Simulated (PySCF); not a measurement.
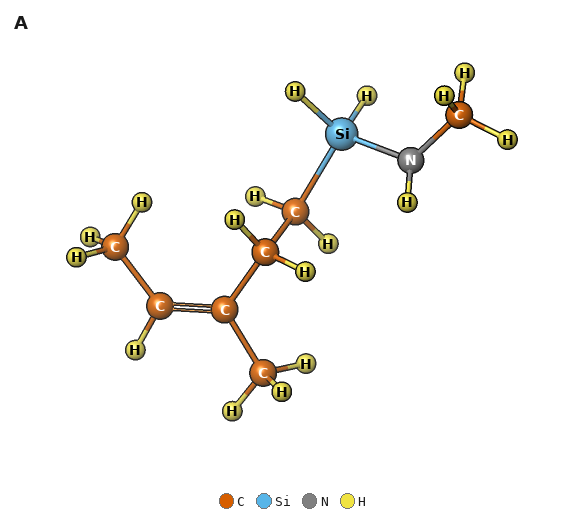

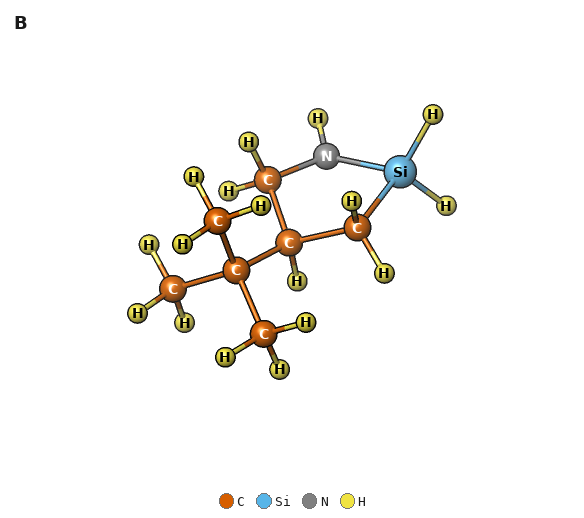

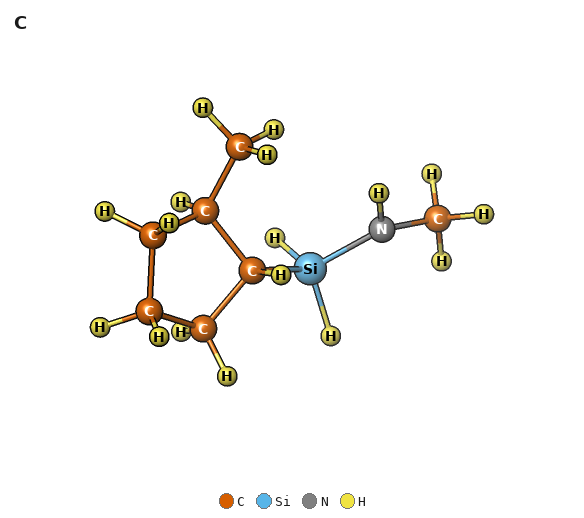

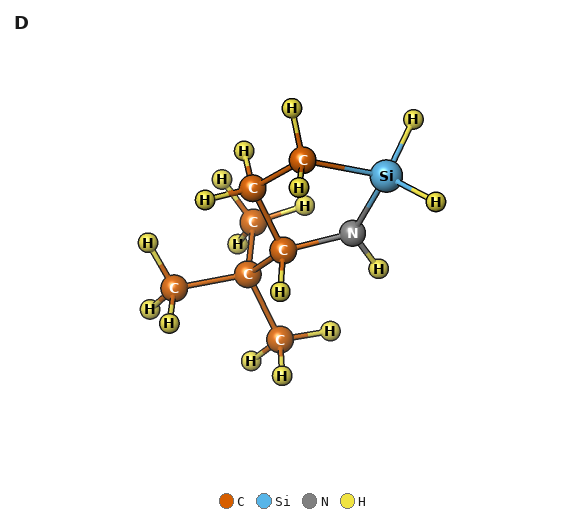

4 stationary structures of one formula. Geometries: GFN2-xTB. Electronic energies: PBE0/pcSseg-1 (PySCF 2.14.0), without zero-point energy. No frequency run is at hand to confirm each as a minimum. Each is one conformer, not always the lowest.

> How are they related?

They are constitutional isomers of C7H17NSi: A `C/C=C(/C)CC[SiH2]NC`, B `CC(C)(C)[C@H]1CN[SiH2]C1`, C `CN[SiH2][C@@H]1CCC[C@H]1C`, D `CC(C)(C)[C@@H]1CC[SiH2]N1`.

> Which is lowest in energy, and by how much?

D is lowest; B lies 10.2 kJ/mol above it, C lies 23.8 kJ/mol above it, A lies 83.2 kJ/mol above it.

The geometry is semi-empirical. Around Si such bond lengths and angles can be off by a tenth of an ångström or more and by several degrees, and values that hang on the shape move with them.
